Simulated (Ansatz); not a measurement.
TiC: response to strain

Base system: TiC in the rock salt structure (space group Fm-3m, No. 225; a = 4.2609 Å; relaxed with 0.1 eV smearing). Axes: x, y, z lie along the cube axes.

Strains are applied to the cell and any free atomic positions relax; under biaxial strain the out-of-plane vector relaxes too.

Calculations: LDA/PAW in Ansatz (a quantum-chemistry and plane-wave program), no SOC.

Notes on the quantities. in-plane stress: mean in-plane stress (compression positive).

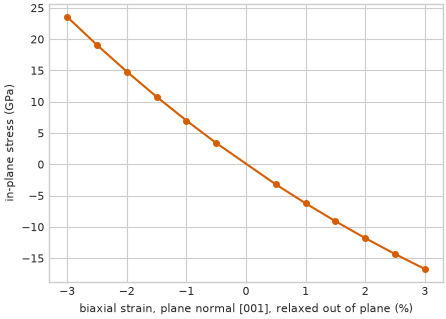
Fig. 1. in-plane stress against biaxial strain, plane normal [001], relaxed out of plane

| biaxial strain, plane normal [001], relaxed out of plane (%) | in-plane stress |
|---|---|
| -3 | +23.6 GPa |
| -2.5 | +19.1 GPa |
| -2 | +14.8 GPa |
| -1.5 | +10.8 GPa |
| -1 | +7.0 GPa |
| -0.5 | +3.4 GPa |
| 0.5 | -3.2 GPa |
| 1 | -6.2 GPa |
| 1.5 | -9.1 GPa |
| 2 | -11.8 GPa |
| 2.5 | -14.3 GPa |
| 3 | -16.7 GPa |

Whether these cells are dynamically stable was not tested. All final runs are without spin polarisation.
